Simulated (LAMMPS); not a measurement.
Simulation of Al (fcc), 864 atoms, at 560 K and 2 GPa, heated as the crystal.

Computed with classical MD, pair style meam, file MoCoNiVFeAlCr_2nn.meam (LAMMPS).

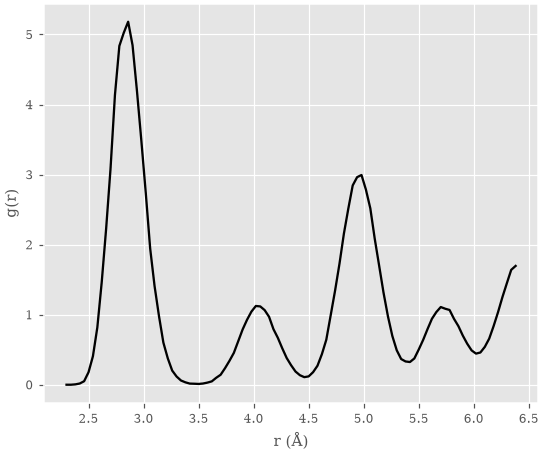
Figure: g(r) against r (Å)

The data show:
- state found: crystal; no diffusion seen in 30 ps
- first peak of g(r): 2.84 Å, height 5.2
- coordination number: 12.0 (counted to 3.50 Å)

Caution: a run this short can hold a crystal over, or a liquid under, the potential's own melting point, which these runs don't give.
